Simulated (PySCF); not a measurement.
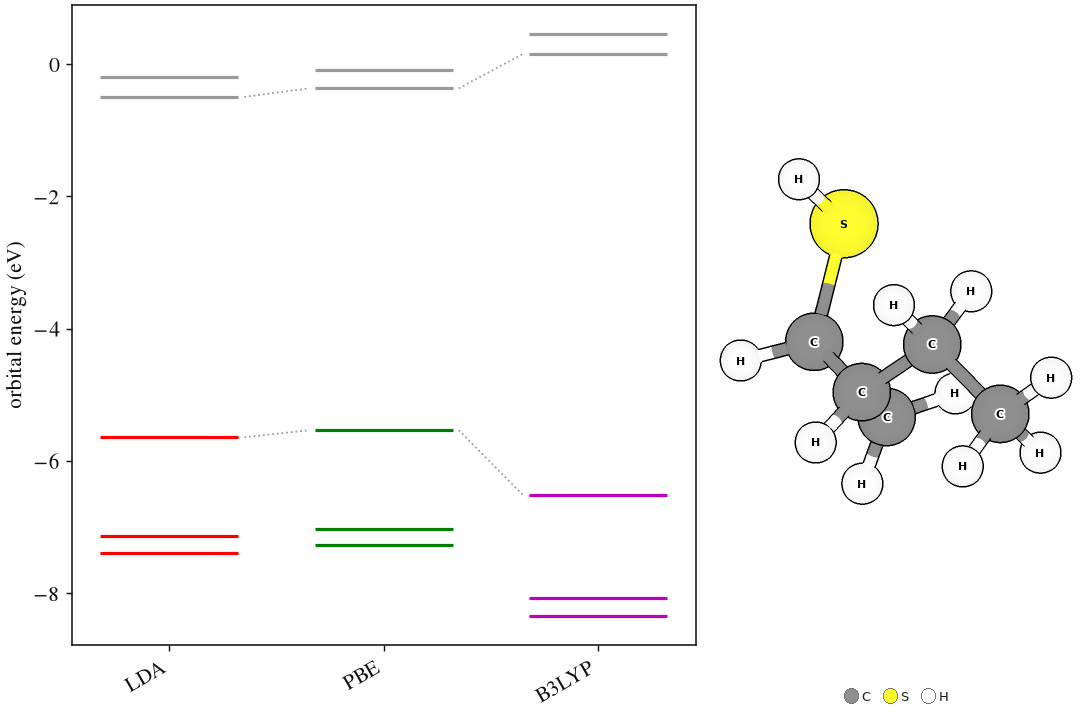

Frontier orbital energies of C₅H₁₀S, SMILES CC[C@@H]1C[C@@H]1S at one geometry, def2-SVPD, PySCF, at a PBE0-D3(BJ)/def2-SVP geometry (no frequency check). Empty levels are grey, levels within 0.1 eV stand side by side; all columns show the same few orbitals around the gap. Dotted lines join the HOMOs and the LUMOs.

> Compare the HOMO-LUMO separations.

The separation grows from 5.14 eV (LDA) to 6.67 eV (B3LYP).

```tsv
level	HOMO (eV)	LUMO (eV)	separation (eV)
LDA	−5.64	−0.50	5.14
PBE	−5.54	−0.37	5.17
B3LYP	−6.52	0.15	6.67
```

Limits of at least one run: empty levels above zero depend strongly on the basis; one conformer of a flexible molecule.
